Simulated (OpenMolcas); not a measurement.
Single-point calculation, with input and output: CHF₂S (part 2 of 2)

CHF₂S, multiplicity 2; HF/ANO-RCC-MB, UHF, DKH2 (OpenMolcas 26.06). The geometry comes from this level: GFN2-xTB.

Geometry of the input (Å):
```
F  1.0599  0.0843  0.9467
C  0.2379  -0.4921  0.0569
F  -0.2014  -1.6515  0.5434
S  -0.9767  0.5262  -0.6796
H  -0.1197  1.5331  -0.8674
```

## What the program printed, continued
```
   17   -0.6762    1.0000          4 F1     2py    ( 0.661),    13 F3     2px    ( 0.408),    14 F3     2py    ( 0.398),    15 F3     2pz    ( 0.397),

   18   -0.6385    1.0000          5 F1     2pz    (-0.338),    10 C2     2pz    ( 0.326),    13 F3     2px    (-0.281),    14 F3     2py    ( 0.249),
                                  15 F3     2pz    (-0.478),    22 S4     3py    ( 0.427),    25 H5     1s     ( 0.307),

   19   -0.5871    1.0000          5 F1     2pz    ( 0.339),    10 C2     2pz    (-0.303),    18 S4     3s     (-0.447),    20 S4     3px    ( 0.551),
                                  25 H5     1s     ( 0.326),

   20   -0.5146    1.0000          3 F1     2px    ( 0.339),     8 C2     2px    (-0.386),    24 S4     3pz    ( 0.638),

   21   -0.4243    1.0000          8 C2     2px    ( 0.417),    10 C2     2pz    (-0.437),    20 S4     3px    (-0.402),    22 S4     3py    ( 0.379),
                                  24 S4     3pz    ( 0.638),

   22    0.1906    0.0000          7 C2     2s     (-0.802),     8 C2     2px    ( 0.482),     9 C2     2py    (-0.536),    22 S4     3py    (-0.859),
                                  24 S4     3pz    ( 0.524),    25 H5     1s     ( 0.501),

   23    0.2583    0.0000         18 S4     3s     ( 0.766),    20 S4     3px    ( 0.772),    25 H5     1s     (-1.083),

   24    0.3869    0.0000          2 F1     2s     (-0.584),     3 F1     2px    ( 0.434),     5 F1     2pz    ( 0.501),     7 C2     2s     ( 0.372),
                                   8 C2     2px    ( 0.726),     9 C2     2py    ( 0.528),    10 C2     2pz    ( 0.639),    22 S4     3py    (-0.374),

   25    0.4068    0.0000          7 C2     2s     (-0.585),     9 C2     2py    ( 0.827),    10 C2     2pz    (-0.607),    12 F3     2s     ( 0.573),
                                  14 F3     2py    ( 0.624),

--

++    Static properties:
      ------------------

      LoProp Charges per center

                   F1       C2       F3       S4       H5
      Nuclear      9.0000   6.0000   9.0000  16.0000   1.0000
      Electronic  -9.2197  -5.7112  -9.2089 -15.9604  -0.8998

      Total       -0.2197   0.2888  -0.2089   0.0396   0.1002
--

      All orbitals with orbital energies smaller than  E(LUMO)+0.5 are printed

++    Molecular orbitals:
      -------------------

      Title: UHF orbitals (beta)

      Molecular orbitals for symmetry species 1: a

      Basis set list:
        1 F1     1s                 10 C2     2pz                19 S4     2px
        2 F1     2s                 11 F3     1s                 20 S4     3px
        3 F1     2px                12 F3     2s                 21 S4     2py
        4 F1     2py                13 F3     2px                22 S4     3py
        5 F1     2pz                14 F3     2py                23 S4     2pz
        6 C2     1s                 15 F3     2pz                24 S4     3pz
        7 C2     2s                 16 S4     1s                 25 H5     1s
        8 C2     2px                17 S4     2s
        9 C2     2py                18 S4     3s

  Index Energy  Occupation Coefficients ...

    1  -92.4042    1.0000         16 S4     1s     ( 1.000),

    2  -26.3418    1.0000         11 F3     1s     ( 1.000),

    3  -26.3339    1.0000          1 F1     1s     (-1.000),

    4  -11.5698    1.0000          6 C2     1s     ( 1.000),

    5   -9.1612    1.0000         17 S4     2s     ( 1.000),

    6   -6.7941    1.0000         21 S4     2py    ( 0.846),    23 S4     2pz    (-0.528),

    7   -6.7909    1.0000         19 S4     2px    ( 0.902),

    8   -6.7848    1.0000         19 S4     2px    (-0.425),    21 S4     2py    ( 0.452),    23 S4     2pz    ( 0.785),

    9   -1.7215    1.0000          2 F1     2s     ( 0.570),    12 F3     2s     ( 0.627),

   10   -1.6559    1.0000          2 F1     2s     (-0.687),    12 F3     2s     ( 0.631),

   11   -1.1278    1.0000         18 S4     3s     ( 0.686),

   12   -0.9011    1.0000          2 F1     2s     ( 0.313),     3 F1     2px    ( 0.293),     4 F1     2py    ( 0.246),     7 C2     2s     (-0.399),
                                  12 F3     2s     ( 0.340),    14 F3     2py    (-0.424),    18 S4     3s     ( 0.332),

   13   -0.7931    1.0000          2 F1     2s     (-0.245),     3 F1     2px    (-0.302),     5 F1     2pz    (-0.360),     8 C2     2px    ( 0.273),
                                  13 F3     2px    ( 0.217),    14 F3     2py    (-0.376),    15 F3     2pz    ( 0.433),

   14   -0.7808    1.0000          3 F1     2px    ( 0.243),     4 F1     2py    (-0.472),     5 F1     2pz    ( 0.327),     9 C2     2py    (-0.274),
                                  13 F3     2px    ( 0.443),    18 S4     3s     ( 0.294),

   15   -0.7449    1.0000          3 F1     2px    (-0.405),     5 F1     2pz    ( 0.460),    13 F3     2px    (-0.286),    14 F3     2py    ( 0.259),
                                  15 F3     2pz    ( 0.506),

   16   -0.6842    1.0000          3 F1     2px    (-0.372),     4 F1     2py    ( 0.613),    13 F3     2px    ( 0.652),

   17   -0.6746    1.0000          3 F1     2px    ( 0.471),     4 F1     2py    ( 0.442),     5 F1     2pz    (-0.367),    14 F3     2py    ( 0.462),
                                  15 F3     2pz    ( 0.528),

   18   -0.6274    1.0000         13 F3     2px    (-0.347),    14 F3     2py    ( 0.285),    15 F3     2pz    (-0.334),    22 S4     3py    ( 0.485),
                                  25 H5     1s     ( 0.390),

   19   -0.5577    1.0000         18 S4     3s     (-0.498),    20 S4     3px    ( 0.684),

   20   -0.4713    1.0000         24 S4     3pz    ( 0.900),

   21    0.0885    0.0000          7 C2     2s     ( 0.581),     8 C2     2px    ( 0.470),    10 C2     2pz    (-0.694),    22 S4     3py    ( 0.363),

   22    0.2197    0.0000          7 C2     2s     (-0.603),     8 C2     2px    ( 0.470),     9 C2     2py    (-0.535),    22 S4     3py    (-0.890),
                                  24 S4     3pz    ( 0.482),    25 H5     1s     ( 0.758),

   23    0.2727    0.0000          7 C2     2s     (-0.705),     8 C2     2px    ( 0.507),    18 S4     3s     ( 0.813),    20 S4     3px    ( 0.830),
                                  25 H5     1s     (-0.941),

   24    0.4283    0.0000          2 F1     2s     (-0.581),     3 F1     2px    ( 0.385),     5 F1     2pz    ( 0.507),     8 C2     2px    ( 0.767),
                                   9 C2     2py    ( 0.581),    10 C2     2pz    ( 0.589),

   25    0.4446    0.0000          7 C2     2s     (-0.611),     9 C2     2py    ( 0.828),    10 C2     2pz    (-0.637),    12 F3     2s     ( 0.579),
                                  14 F3     2py    ( 0.592),

--

++    Molecular charges:
      ------------------

      Mulliken charges per centre and basis function type
      ---------------------------------------------------

                            F1                      C2                      F3                      S4                      H5
                     alpha        beta       alpha        beta       alpha        beta       alpha        beta       alpha        beta
      1s           1.0000      1.0000      1.0001      0.9999      1.0001      1.0000      1.0000      1.0000      0.4221      0.4246
      2s           0.9669      0.9654      0.6394      0.4673      0.9660      0.9647      1.0002      1.0002      0.0000      0.0000
      2px          0.8770      0.8878      0.5820      0.2759      0.9640      0.9420      1.0001      1.0001      0.0000      0.0000
      2pz          0.8791      0.8455      0.6255      0.2606      0.9539      0.9255      1.0000      1.0000      0.0000      0.0000
      2py          0.9407      0.9389      0.3937      0.3107      0.7738      0.8060      1.0001      1.0001      0.0000      0.0000
      3s           0.0000      0.0000      0.0000      0.0000      0.0000      0.0000      0.9118      0.9117      0.0000      0.0000
      3px          0.0000      0.0000      0.0000      0.0000      0.0000      0.0000      0.6747      0.6547      0.0000      0.0000
      3pz          0.0000      0.0000      0.0000      0.0000      0.0000      0.0000      0.8682      0.8848      0.0000      0.0000
      3py          0.0000      0.0000      0.0000      0.0000      0.0000      0.0000      0.5609      0.5336      0.0000      0.0000
      Total        4.6637      4.6376      3.2406      2.3142      4.6577      4.6384      8.0159      7.9852      0.4221      0.4246
      Total              9.3013                  5.5548                  9.2961                 16.0011                  0.8467

      Charge           -0.3013                  0.4452                 -0.2961                 -0.0011                  0.1533

      Total electronic charge=   41.000000

      Total            charge=   -0.000000
--

++    Static properties:
      ------------------

      LoProp Charges per center

                   F1       C2       F3       S4       H5
      Nuclear      9.0000   6.0000   9.0000  16.0000   1.0000
      Electronic  -9.2197  -5.7112  -9.2089 -15.9604  -0.8998

      Total       -0.2197   0.2888  -0.2089   0.0396   0.1002
--

++    Natural Bond Order analysis
      ---------------------------
      Based on LoProp computed density
      -------------------------------------------------------------------------------------
      Atom A       Atom B       Bond Order
      -------------------------------------------------------------------------------------
      NBO located      0.999 non-bonded electrons on atom F1
      NBO located      1.018 non-bonded electrons on atom F1
      NBO located      0.997 non-bonded electrons on atom C2
      NBO located      0.999 non-bonded electrons on atom F3
      NBO located      1.018 non-bonded electrons on atom F3
      NBO located      1.005 non-bonded electrons on atom F3
      NBO located      0.996 non-bonded electrons on atom S4
      NBO located      1.000 non-bonded electrons on atom S4
      NBO located      1.000 non-bonded electrons on atom S4
      NBO located      0.999 non-bonded electrons on atom S4
      NBO located      0.999 non-bonded electrons on atom S4
      The remaining   10.219 electrons are to be considered as diffuse
--

++    Molecular orbitals:
      -------------------

      Title: Natural orbitals

      Molecular orbitals for symmetry species 1: a

      Basis set list:
        1 F1     1s                 10 C2     2pz                19 S4     2px
        2 F1     2s                 11 F3     1s                 20 S4     3px
        3 F1     2px                12 F3     2s                 21 S4     2py
        4 F1     2py                13 F3     2px                22 S4     3py
        5 F1     2pz                14 F3     2py                23 S4     2pz
        6 C2     1s                 15 F3     2pz                24 S4     3pz
        7 C2     2s                 16 S4     1s                 25 H5     1s
        8 C2     2px                17 S4     2s
        9 C2     2py                18 S4     3s

  Index Energy  Occupation Coefficients ...

    1  -92.4045    2.0000         16 S4     1s     ( 1.000),

    2  -26.3435    2.0000         11 F3     1s     ( 1.000),

    3  -26.3358    2.0000          1 F1     1s     ( 1.000),

    4  -11.5793    2.0000          6 C2     1s     ( 1.001),

    5   -9.1615    2.0000         17 S4     2s     ( 1.000),

    6   -6.7935    2.0000         21 S4     2py    ( 0.951),

    7   -6.7909    2.0000         19 S4     2px    ( 0.974),

    8   -6.7873    2.0000         23 S4     2pz    ( 0.971),

    9   -1.6868    2.0000          2 F1     2s     ( 0.637),    12 F3     2s     ( 0.679),

   10   -1.6539    2.0000          2 F1     2s     ( 0.684),    12 F3     2s     (-0.655),

   11   -1.0843    2.0000         18 S4     3s     ( 0.763),

   12   -0.7693    2.0000          4 F1     2py    ( 0.281),     5 F1     2pz    ( 0.537),    13 F3     2px    (-0.392),    15 F3     2pz    ( 0.348),

   13   -0.7549    2.0000          5 F1     2pz    ( 0.450),    15 F3     2pz    (-0.749),

   14   -0.7317    2.0000          4 F1     2py    (-0.481),     5 F1     2pz    ( 0.507),    13 F3     2px    ( 0.541),    15 F3     2pz    ( 0.375),

   15   -0.6823    2.0000          4 F1     2py    ( 0.720),    13 F3     2px    ( 0.575),

   16   -0.5974    2.0000          4 F1     2py    ( 0.252),    13 F3     2px    ( 0.296),    18 S4     3s     ( 0.388),    20 S4     3px    (-0.496),
                                  22 S4     3py    (-0.389),    25 H5     1s     (-0.425),

   17   -0.6477    2.0000          7 C2     2s     (-0.328),    10 C2     2pz    ( 0.301),    18 S4     3s     ( 0.377),    20 S4     3px    (-0.404),
                                  22 S4     3py    ( 0.422),    24 S4     3pz    ( 0.303),

   18   -0.7913    1.9993          3 F1     2px    ( 0.833),

   19   -0.8185    1.9993         14 F3     2py    ( 0.819),

   20   -0.6479    1.9983         24 S4     3pz    ( 0.785),

   21   -0.1975    1.0000          7 C2     2s     ( 0.475),     8 C2     2px    ( 0.577),    10 C2     2pz    (-0.662),

   22    0.2180    0.0017          7 C2     2s     (-0.915),     8 C2     2px    ( 0.595),     9 C2     2py    (-0.539),    18 S4     3s     ( 0.539),
                                  20 S4     3px    ( 0.634),    22 S4     3py    (-0.642),    24 S4     3pz    ( 0.483),

   23    0.3987    0.0007          7 C2     2s     (-0.557),     9 C2     2py    ( 0.935),    12 F3     2s     ( 0.625),    14 F3     2py    ( 0.662),

   24    0.4082    0.0007          2 F1     2s     ( 0.609),     3 F1     2px    (-0.447),     5 F1     2pz    (-0.486),     7 C2     2s     (-0.527),
                                   8 C2     2px    (-0.686),    10 C2     2pz    (-0.792),

   25    0.2753    0.0000         18 S4     3s     (-0.662),    20 S4     3px    (-0.679),    22 S4     3py    (-0.758),    25 H5     1s     ( 1.247),

--

++    Molecular properties:
      ---------------------

      Charge (e):
                      =   -0.0000
      Dipole Moment (debye):
      Origin of the operator (angstrom)=   -0.1468   -0.2086    0.0770
                   X=  2.1551E-01               Y=  1.5835E+00               Z= -1.2653E+00           Total=  2.0383E+00
      Quadrupole Moment (debye*angstrom):
      Origin of the operator (angstrom)=   -0.1468   -0.2086    0.0770
                  XX= -3.3142E+01              XY=  5.9298E-03              XZ= -1.7302E+00              YY= -3.0388E+01
                  YZ= -1.0718E+00              ZZ= -3.2419E+01
      In traceless form (debye*angstrom)
                  XX= -1.7381E+00              XY=  8.8947E-03              XZ= -2.5952E+00              YY=  2.3924E+00
                  YZ= -1.6076E+00              ZZ= -6.5427E-01
--

--- Stop Module: scf /rc=_RC_ALL_IS_WELL_ ---

.##################.
.# Happy landing! #.
.##################.

    Timing: Wall=2.42 User=1.76 System=0.64
```

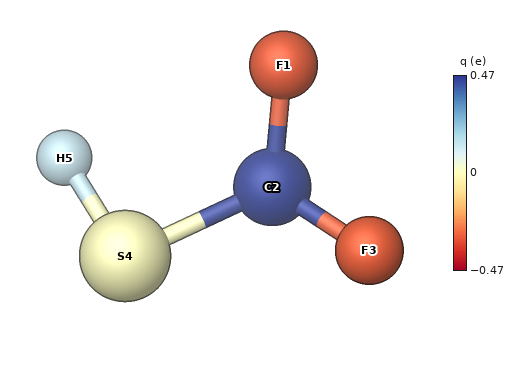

Fig. 1: Mulliken charges, as the colour of each atom (ball-and-stick view, seen at a tilt; atoms are numbered from 1 in the order of the input). By element: F −0.30, C +0.45, S 0.00 and H +0.15 e.

## Key numbers

| quantity | value |
| --- | --- |
| outcome | converged |
| total energy | −635.886871 hartree |
| basis functions | 25 |
| ⟨S²⟩ | 0.756 |
| dipole moment | 2.04 debye |
| wall time | 2.7 s |
| peak memory | 0.38 GiB |
